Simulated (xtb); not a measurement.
# Geometry relaxation of B2H4F2 (part 3 of 3)

Continued. System: B2H4F2 (diborane 1,2-di F). Method: GFN1-xTB (xtb 6.7.1). The geometry comes from this level: GFN2-xTB.

Geometry of the input (Å):
```
B  0.9003  0.1356  0.2205
F  1.5774  -0.8705  0.7749
H  1.4685  1.1493  0.0646
H  -0.2794  0.3449  0.8720
B  -0.9017  -0.0698  -0.2433
F  -1.5236  -1.2331  -0.0486
H  -1.5181  0.7972  -0.7364
H  0.2767  -0.2536  -0.9037
```

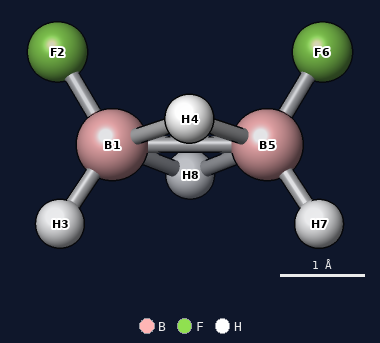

*The geometry at step 5 of the log (ball-and-stick view, seen at a tilt; atoms are numbered from 1 in the order of the input).*

What the program printed, continued:
```
           -------------------------------------------------
          |                Numerical Hessian                |
           -------------------------------------------------
step length          :   0.00500
SCC accuracy         :   0.30000
Hessian scale factor :   1.00000
frozen atoms in %    :   0.00000    0
RMS gradient         :   0.00001
estimated CPU  time      0.01 min

writing file <hessian>.

 projected vibrational frequencies (cm⁻¹)
eigval :       -0.00    -0.00     0.00     0.00     0.00     0.00
eigval :      126.15   325.25   494.09   556.74   581.35   736.97
eigval :      943.11   994.34  1105.17  1119.92  1151.19  1210.41
eigval :     1508.35  1522.10  1737.41  1924.80  2585.55  2598.68
           -------------------------------------------------
          |                Property Printout                |
           -------------------------------------------------

    * Orbital Energies and Occupations

         #    Occupation            Energy/Eh            Energy/eV
      -------------------------------------------------------------
         1        2.0000           -0.8427535             -22.9325
         2        2.0000           -0.8425594             -22.9272
         3        2.0000           -0.6355646             -17.2946
         4        2.0000           -0.5939861             -16.1632
         5        2.0000           -0.5680861             -15.4584
         6        2.0000           -0.5664457             -15.4138
         7        2.0000           -0.5521699             -15.0253
         8        2.0000           -0.5509236             -14.9914
         9        2.0000           -0.5500498             -14.9676
        10        2.0000           -0.5043400             -13.7238
        11        2.0000           -0.4816637             -13.1067
        12        2.0000           -0.4709592             -12.8155 (HOMO)
        13                         -0.2200265              -5.9872 (LUMO)
        14                         -0.1093117              -2.9745
        15                         -0.1004573              -2.7336
        16                         -0.0935511              -2.5457
        17                         -0.0751569              -2.0451
        18                         -0.0256157              -0.6970
        19                          0.0941116               2.5609
        20                          0.1603779               4.3641
        21                          0.2178251               5.9273
        22                          0.2719522               7.4002
        23                          0.2848121               7.7501
        24                          0.4768292              12.9752
      -------------------------------------------------------------
                  HL-Gap            0.2509327 Eh            6.8282 eV
             Fermi-level           -0.3454929 Eh           -9.4013 eV

  Mulliken/CM5 charges         n(s)   n(p)   n(d)
     1B     0.38483  0.08908   0.857  1.758  0.000
     2F    -0.30739 -0.26362   1.796  5.511  0.000
     3H    -0.07637  0.03317   1.076  0.000  0.000
     4H    -0.00108  0.14137   1.001  0.000  0.000
     5B     0.38483  0.08909   0.857  1.758  0.000
     6F    -0.30738 -0.26362   1.796  5.511  0.000
     7H    -0.07637  0.03317   1.076  0.000  0.000
     8H    -0.00108  0.14137   1.001  0.000  0.000

Wiberg/Mayer (AO) data.
largest (>0.10) Wiberg bond orders for each atom

 ---------------------------------------------------------------------------
     #   Z sym  total        # sym  WBO       # sym  WBO       # sym  WBO
 ---------------------------------------------------------------------------
     1   5 B    3.383 --     2 F    0.971     3 H    0.938     4 H    0.484
                             8 H    0.484     5 B    0.447
     2   9 F    1.093 --     1 B    0.971
     3   1 H    0.996 --     1 B    0.938
     4   1 H    1.036 --     1 B    0.484     5 B    0.484
     5   5 B    3.383 --     6 F    0.971     7 H    0.938     8 H    0.484
                             4 H    0.484     1 B    0.447
     6   9 F    1.093 --     5 B    0.971
     7   1 H    0.996 --     5 B    0.938
     8   1 H    1.036 --     1 B    0.484     5 B    0.484
 ---------------------------------------------------------------------------

Topologies differ in total number of bonds
Writing topology from bond orders to xtbtopo.mol

 dipole moment from electron density (au)
     X       Y       Z
  -0.0225   0.8865  -0.3059  total (Debye):    2.384

           -------------------------------------------------
          |                Geometry Summary                 |
           -------------------------------------------------

      molecular mass/u    :       63.6506254
   center of mass at/Å    :        0.0151416      -0.5968767       0.2059781
  moments of inertia/u·Å² :        0.2787044E+02   0.1196646E+03   0.1436597E+03
rotational constants/cm⁻¹ :        0.6048570E+00   0.1408740E+00   0.1173442E+00

 * 4 selected distances

     #   Z          #   Z                                           value/Å
     1   5 B        2   9 F                                       1.3429465 (max)
Molecule has the following symmetry elements: (C2) 2*(sigma)
It seems to be the C2v point group
     1   5 B        3   1 H                                       1.1784045 (min)
     5   5 B        6   9 F                                       1.3429446
     5   5 B        7   1 H                                       1.1784049

 * 2 distinct bonds (by element types)

   Z      Z             #   av. dist./Å        max./Å        min./Å
   1 H    5 B           2     1.1784047     1.1784049     1.1784045
   5 B    9 F           2     1.3429455     1.3429465     1.3429446

           -------------------------------------------------
          |               Frequency Printout                |
           -------------------------------------------------
 projected vibrational frequencies (cm⁻¹)
eigval :       -0.00    -0.00     0.00     0.00     0.00     0.00
eigval :      126.15   325.25   494.09   556.74   581.35   736.97
eigval :      943.11   994.34  1105.17  1119.92  1151.19  1210.41
eigval :     1508.35  1522.10  1737.41  1924.80  2585.55  2598.68
 reduced masses (amu)
   1: 12.78   2: 16.99   3: 16.73   4: 16.79   5: 11.54   6: 13.76   7: 17.41   8: 11.87
   9: 12.24  10:  2.17  11:  8.94  12:  3.97  13:  3.97  14:  3.51  15:  5.96  16: 12.15
  17:  1.12  18:  9.22  19:  1.06  20:  1.93  21:  2.00  22:  1.29  23:  1.76  24:  1.78
 IR intensities (km·mol⁻¹)
   1:  3.84   2:  0.65   3:  0.26   4:  0.23   5:  3.67   6:  1.61   7:  7.73   8:  0.00
   9: 57.18  10:  0.00  11:  7.31  12: 86.32  13:  0.60  14: 43.36  15: 35.29  16:600.82
  17:  5.86  18:253.24  19:  0.00  20:518.58  21:201.46  22:  4.67  23: 67.16  24:170.83
 Raman intensities (Ä⁴*amu⁻¹)
   1:  0.00   2:  0.00   3:  0.00   4:  0.00   5:  0.00   6:  0.00   7:  0.00   8:  0.00
   9:  0.00  10:  0.00  11:  0.00  12:  0.00  13:  0.00  14:  0.00  15:  0.00  16:  0.00
  17:  0.00  18:  0.00  19:  0.00  20:  0.00  21:  0.00  22:  0.00  23:  0.00  24:  0.00
 output can be read by thermo (or use thermo option).
 writing <g98.out> molden fake output.
 recommended (thermochemical) frequency scaling factor: 1.0
           -------------------------------------------------
          |             Thermodynamic Functions             |
           -------------------------------------------------

c2v symmetry found (for desy threshold:  0.10E+00) used in thermo

          ...................................................
          :                      SETUP                      :
          :.................................................:
          :  # frequencies                          18      :
          :  # imaginary freq.                       0      :
          :  linear?                             false      :
          :  only rotor calc.                    false      :
          :  symmetry                              c2v      :
          :  rotational number                       2      :
          :  scaling factor                  1.0000000      :
          :  rotor cutoff                   50.0000000 cm⁻¹ :
          :  imag. cutoff                  -20.0000000 cm⁻¹ :
          :.................................................:

    mode    ω/cm⁻¹     T·S(HO)/kcal·mol⁻¹    T·S(FR)/kcal·mol⁻¹   T·S(vib)
   ------------------------------------------------------------------------
       1    126.15    -0.89563 ( 97.59%)    -0.78199 (  2.41%)    -0.89289
   ------------------------------------------------------------------------

   temp. (K)  partition function   enthalpy   heat capacity  entropy
                                   cal/mol     cal/K/mol   cal/K/mol   J/K/mol
 298.15  VIB   3.72                 1215.979      9.745      6.681
         ROT  0.264E+05              888.752      2.981     23.216
         INT  0.984E+05             2104.731     12.726     29.897
         TR   0.491E+27             1481.254      4.968     38.354
         TOT                        3585.9850    17.6937    68.2511   285.5624

       T/K    H(0)-H(T)+PV         H(T)/Eh          T*S/Eh         G(T)/Eh
   ------------------------------------------------------------------------
    298.15    0.571463E-02    0.540609E-01    0.324283E-01    0.216327E-01
   ------------------------------------------------------------------------

         :::::::::::::::::::::::::::::::::::::::::::::::::::::
         ::                  THERMODYNAMIC                  ::
         :::::::::::::::::::::::::::::::::::::::::::::::::::::
         :: total free energy         -15.222912071081 Eh   ::
         ::.................................................::
         :: total energy              -15.244544734829 Eh   ::
         :: zero point energy           0.048346310966 Eh   ::
         :: G(RRHO) w/o ZPVE           -0.026713647218 Eh   ::
         :: G(RRHO) contrib.            0.021632663748 Eh   ::
         :::::::::::::::::::::::::::::::::::::::::::::::::::::

optimized geometry written to: xtbopt.xyz

           -------------------------------------------------
          | TOTAL ENERGY              -15.244544734829 Eh   |
          | TOTAL ENTHALPY            -15.190483793021 Eh   |
          | TOTAL FREE ENERGY         -15.222912071081 Eh   |
          | GRADIENT NORM               0.000009461799 Eh/α |
          | HOMO-LUMO GAP               6.828226009099 eV   |
           -------------------------------------------------

------------------------------------------------------------------------
------------------------------------------------------------------------
 total:
 *  cpu-time:     0 d,  0 h,  0 min,  0.515 sec
 * ratio c/w:     0.999 speedup
 SCF:
 *  cpu-time:     0 d,  0 h,  0 min,  0.012 sec
 * ratio c/w:     0.999 speedup
 ANC optimizer:
 *  cpu-time:     0 d,  0 h,  0 min,  0.093 sec
 * ratio c/w:     0.993 speedup
 analytical hessian:
 *  cpu-time:     0 d,  0 h,  0 min,  0.395 sec
 * ratio c/w:     1.000 speedup
```

File vibspectrum:
```
$vibrational spectrum
#  mode     symmetry     wave number   IR intensity    selection rules
#                         cm**(-1)      (km*mol⁻¹)        IR
     1                      -0.00         0.00000          -
     2                      -0.00         0.00000          -
     3                       0.00         0.00000          -
     4                       0.00         0.00000          -
     5                       0.00         0.00000          -
     6                       0.00         0.00000          -
     7        a            126.15         7.73221         YES
     8        a            325.25         0.00000         NO
     9        a            494.09        57.17646         YES
    10        a            556.74         0.00002         NO
    11        a            581.35         7.31166         YES
    12        a            736.97        86.32428         YES
    13        a            943.11         0.59660         YES
    14        a            994.34        43.35614         YES
    15        a           1105.17        35.29356         YES
    16        a           1119.92       600.81785         YES
    17        a           1151.19         5.85912         YES
    18        a           1210.41       253.23672         YES
    19        a           1508.35         0.00009         NO
    20        a           1522.10       518.58058         YES
    21        a           1737.41       201.46255         YES
    22        a           1924.80         4.66712         YES
    23        a           2585.55        67.16411         YES
    24        a           2598.68       170.83379         YES
$end
```

Standard error:
```
normal termination of xtb
```

Trajectory as extended XYZ (Å, eV, eV/Å), 10 frames, from step=0 to step=9:
```
8
Properties=species:S:1:pos:R:3 step=0 energy=-414.81131
B     0.9003    0.1356    0.2205
F     1.5774   -0.8705    0.7749
H     1.4685    1.1493    0.0646
H    -0.2794    0.3449    0.8720
B    -0.9017   -0.0698   -0.2433
F    -1.5236   -1.2331   -0.0486
H    -1.5181    0.7972   -0.7364
H     0.2767   -0.2536   -0.9037
8
Properties=species:S:1:pos:R:3 step=1 energy=-414.82331
B     0.8930    0.1339    0.2185
F     1.5545   -0.8890    0.7743
H     1.4547    1.1563    0.0599
H    -0.2779    0.3553    0.8730
B    -0.8945   -0.0698   -0.2405
F    -1.5002   -1.2466   -0.0374
H    -1.5044    0.8061   -0.7372
H     0.2749   -0.2461   -0.9106
8
Properties=species:S:1:pos:R:3 step=2 energy=-414.82480
B     0.8882    0.1356    0.2195
F     1.5420   -0.8967    0.7745
H     1.4528    1.1572    0.0552
H    -0.2790    0.3583    0.8716
B    -0.8898   -0.0690   -0.2426
F    -1.4875   -1.2522   -0.0328
H    -1.5027    0.8099   -0.7339
H     0.2761   -0.2431   -0.9115
8
Properties=species:S:1:pos:R:3 step=3 energy=-414.82498
B     0.8869    0.1363    0.2192
F     1.5402   -0.8983    0.7729
H     1.4535    1.1571    0.0587
H    -0.2760    0.3598    0.8716
B    -0.8887   -0.0681   -0.2424
F    -1.4856   -1.2525   -0.0309
H    -1.5033    0.8075   -0.7370
H     0.2729   -0.2417   -0.9121
8
Properties=species:S:1:pos:R:3 step=4 energy=-414.82511
B     0.8857    0.1373    0.2213
F     1.5405   -0.8974    0.7739
H     1.4560    1.1552    0.0573
H    -0.2762    0.3602    0.8708
B    -0.8874   -0.0687   -0.2452
F    -1.4860   -1.2523   -0.0319
H    -1.5059    0.8070   -0.7341
H     0.2733   -0.2412   -0.9121
8
Properties=species:S:1:pos:R:3 step=5 energy=-414.82516
B     0.8855    0.1376    0.2229
F     1.5417   -0.8966    0.7741
H     1.4559    1.1551    0.0561
H    -0.2757    0.3596    0.8718
B    -0.8874   -0.0692   -0.2460
F    -1.4871   -1.2520   -0.0329
H    -1.5055    0.8073   -0.7339
H     0.2726   -0.2419   -0.9120
8
Properties=species:S:1:pos:R:3 step=6 energy=-414.82518
B     0.8854    0.1377    0.2241
F     1.5422   -0.8961    0.7749
H     1.4546    1.1560    0.0561
H    -0.2742    0.3592    0.8716
B    -0.8868   -0.0704   -0.2487
F    -1.4880   -1.2516   -0.0328
H    -1.5050    0.8088   -0.7323
H     0.2717   -0.2435   -0.9130
8
Properties=species:S:1:pos:R:3 step=7 energy=-414.82519
B     0.8851    0.1381    0.2250
F     1.5417   -0.8968    0.7742
H     1.4549    1.1556    0.0549
H    -0.2746    0.3594    0.8723
B    -0.8870   -0.0701   -0.2480
F    -1.4870   -1.2522   -0.0329
H    -1.5046    0.8084   -0.7333
H     0.2714   -0.2424   -0.9122
8
Properties=species:S:1:pos:R:3 step=8 energy=-414.82520
B     0.8854    0.1379    0.2243
F     1.5416   -0.8966    0.7743
H     1.4551    1.1555    0.0556
H    -0.2746    0.3595    0.8720
B    -0.8871   -0.0700   -0.2478
F    -1.4871   -1.2520   -0.0328
H    -1.5050    0.8082   -0.7333
H     0.2716   -0.2424   -0.9124
8
Properties=species:S:1:pos:R:3 step=9 energy=-414.82520
B     0.8853    0.1380    0.2244
F     1.5415   -0.8967    0.7743
H     1.4552    1.1555    0.0556
H    -0.2746    0.3595    0.8720
B    -0.8871   -0.0700   -0.2479
F    -1.4870   -1.2521   -0.0328
H    -1.5050    0.8082   -0.7332
H     0.2716   -0.2424   -0.9124
```

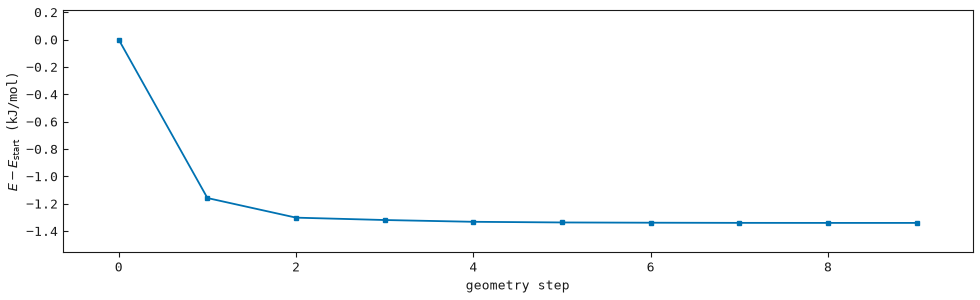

*Progress of the relaxation, step by step (steps are counted from 0).*

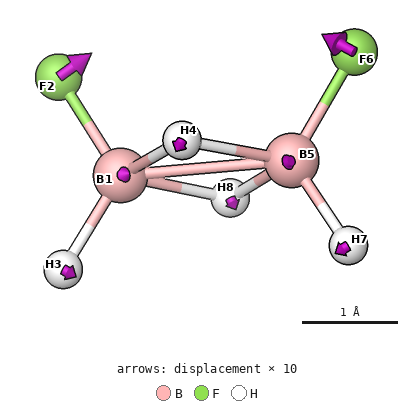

*The starting structure with the displacements as pink arrows, magnified 10 times (ball-and-stick view, seen at a tilt). The two geometries are laid on each other by the best rigid fit.*

After 9 geometry steps the energy has fallen by 1.34 kJ/mol. The largest moves after the best rigid fit, 0.044 Å, are those of F2 and F6. By element the largest moves are F 0.044 Å, H 0.017 Å, B 0.016 Å. Distances before and after: B1–B5 1.872 → 1.846 Å, B1–H4 1.364 → 1.347 Å, B1–F2 1.333 → 1.343 Å, B1–H3 1.173 → 1.178 Å. (Atoms are counted from 1 in the order of the input.)

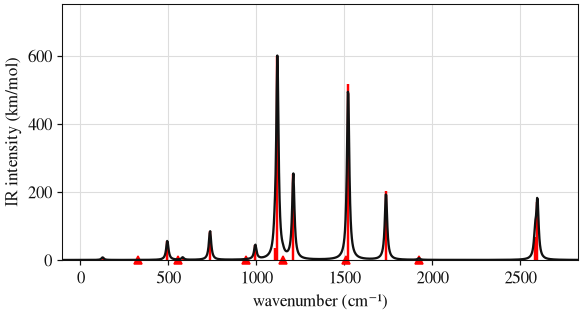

*Harmonic infrared spectrum, unscaled: sticks (degenerate modes added up, dark ones marked on the axis) with a Lorentzian envelope of 16 cm⁻¹ full width, scaled to the tallest stick.*

18 modes from 126 to 2599 cm⁻¹, none imaginary. The strongest line is at 1120 cm⁻¹ (601 km/mol).

Summary:

| quantity | value |
| --- | --- |
| outcome | converged |
| electrons treated | 24 |
| total energy | −15.244545 hartree |
| dispersion energy | −0.001517 hartree |
| basis functions | 24 |
| HOMO | −12.82 eV |
| LUMO | −5.99 eV |
| zero-point energy | 0.048346 hartree |
| dipole moment | 2.38 D |
| wavenumbers, lowest and highest | 126 and 2599 cm⁻¹ |
| wall time | 0.58 s |
| peak memory | 0.069 GiB |
